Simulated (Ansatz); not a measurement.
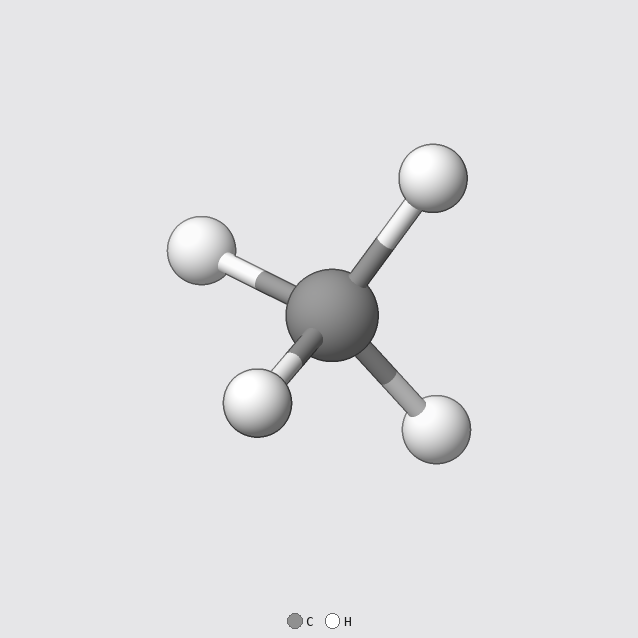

Rendered structure (ball-and-stick style). Every bond is drawn as one stick, whatever its order.

Question: Which formula does it have?

Answer: CH4, 5 atoms: 1 carbon and 4 hydrogen.

Question: Give the symmetry (Schoenflies symbol).

Answer: Td.

The parts below concern this one geometry. Atoms keep their numbers from picture to picture. Computed geometry: PBE0-D4/def2-TZVP optimisation.

Shape

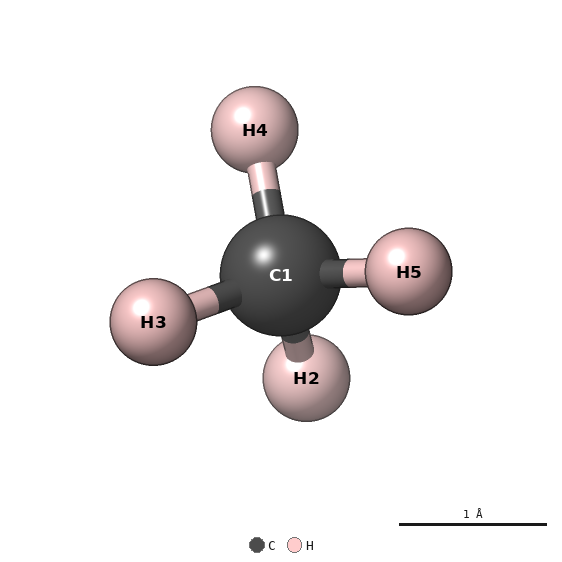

Numbered structure.

Estimate the angles H2–C1–H3.

```csv
angle,degrees
H2–C1–H3,109.5
```

Vibrations

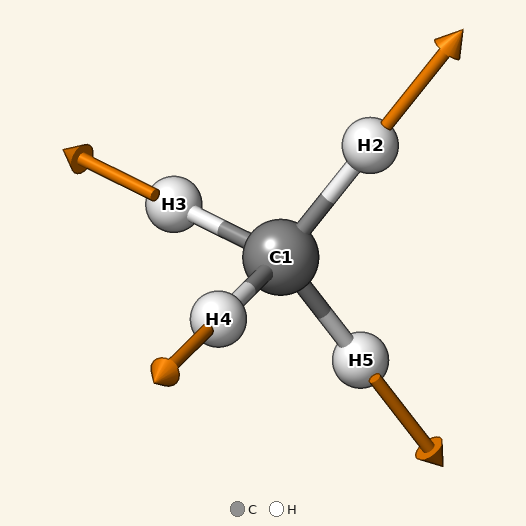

The arrows show one normal mode. Harmonic vibrations computed with RKS PBE0-D4/def2-TZVP (Ansatz 0.2.0) at a stationary point of the same level.

Question: Describe the motion.

Answer: Mostly in-phase stretching of 4 C–H bonds.

Question: Estimate its harmonic wavenumber.

Answer: 3047 cm⁻¹; it is mode 6 of 9 counted from the lowest.

Electronic properties

Level of theory: RKS PBE0-D4/def2-TZVPP (Ansatz 0.2.0).

Computed properties:

- HOMO energy (Kohn–Sham orbital): −10.98 eV
- LUMO energy (Kohn–Sham orbital): 1.70 eV
- HOMO–LUMO gap: 12.68 eV

Charges

The questions are on Mulliken charges. Level of theory: RKS PBE0-D4/def2-TZVP (Ansatz 0.2.0).

List the Mulliken charges.

```
atom  value (e)
  C1      −0.53
  H2       0.13
  H3       0.13
  H4       0.13
  H5       0.13
```

Thermal motion

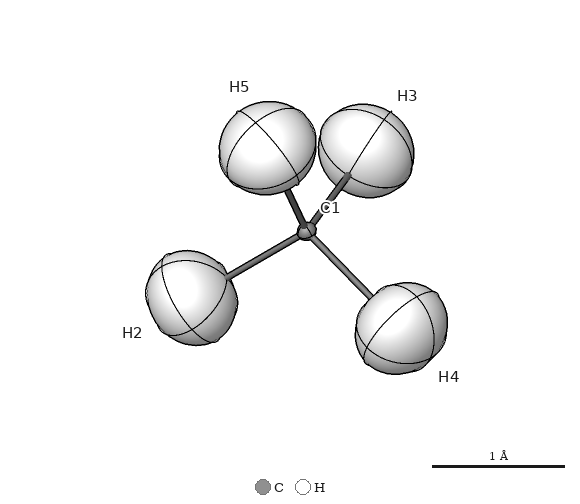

Displacement ellipsoids at the 50 % level, enlarged 3 times, from the internal vibrations of the free molecule (harmonic, no overall translation or rotation; no half-axis is drawn under 0.075 Å). Vibrations computed with RKS PBE0-D4/def2-TZVP (Ansatz 0.2.0). Temperature: 400 K.

Question: Which atom has the largest mean-square displacement?

Answer: H2, H3, H4, H5, with U_eq = 0.0062 Å².

List U_eq and the three principal root-mean-square amplitudes for each kind of atom.

| atom | U_eq (Å²) | rms amplitudes (Å) |
| --- | --- | --- |
| C1 | 0.00021 | 0.015, 0.015, 0.015 |
| H2, H3, H4, H5 | 0.0062 | 0.071, 0.082, 0.082 |

Mulliken values depend strongly on the basis set and can even reverse the polarity of a bond.
